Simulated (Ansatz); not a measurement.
# C2H3FO: the cost of one run

Computed with Ansatz 0.2.0 (the levels named in each step, unless a step's input says otherwise).

### Step 1. The structure to begin with

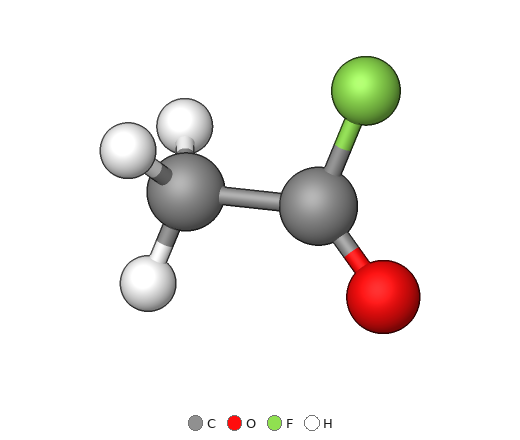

The starting structure, seen from a chosen angle (carbon grey, oxygen red, fluorine green, hydrogen white).

Structure file:

```xyz
7

C    -1.4426   -0.2194   -0.0297
C     0.0410   -0.1609   -0.0252
O     0.8456   -1.0111   -0.1558
F     0.4614    1.1264    0.1705
H    -1.8165    0.1666    0.9215
H    -1.7767   -1.2412   -0.1794
H    -1.8249    0.4217   -0.8178
```

### Step 2. A rough first relaxation, PBE-D4/def2-SVP

This run stands in another session on the same molecule. It ended at:

```xyz
7

C    -1.4416   -0.2195   -0.0273
C     0.0572   -0.1507   -0.0227
O     0.8526   -1.0320   -0.1579
F     0.4736    1.1390    0.1690
H    -1.8364    0.1703    0.9323
H    -1.7751   -1.2598   -0.1824
H    -1.8429    0.4348   -0.8270
```

### Step 3. Relaxation, HF/STO-3G

input.yaml

```yaml
crystal:
  periodic: [false, false, false]
  atoms:
    - { symbol: C, position_ang: [-1.44159679, -0.21947058, -0.0272891] }
    - { symbol: C, position_ang: [0.05723977, -0.15065747, -0.0226937] }
    - { symbol: O, position_ang: [0.85255872, -1.03196787, -0.15794094] }
    - { symbol: F, position_ang: [0.47355568, 1.13895505, 0.16901756] }
    - { symbol: H, position_ang: [-1.83642989, 0.17032148, 0.93225719] }
    - { symbol: H, position_ang: [-1.77510387, -1.25977094, -0.18240599] }
    - { symbol: H, position_ang: [-1.8428736, 0.43481033, -0.82695502] }
basis:
  gaussian: { orbitals: STO-3G }
hamiltonian:
  xc: hf
relax:
  f_tol: 0.002
  max_steps: 150
```

The run is started by

```bash
$ ansatz run input.yaml --threads 2 --pin off --max-ram 5120MiB --backend cpu --events-out ev --progress --plain --runs-dir out
```

Q: Estimate wall time and peak memory on 2 threads of Intel Xeon Platinum 8488C (Sapphire Rapids), shared host.

About 2.5 s, with a peak of 0.12 GiB.
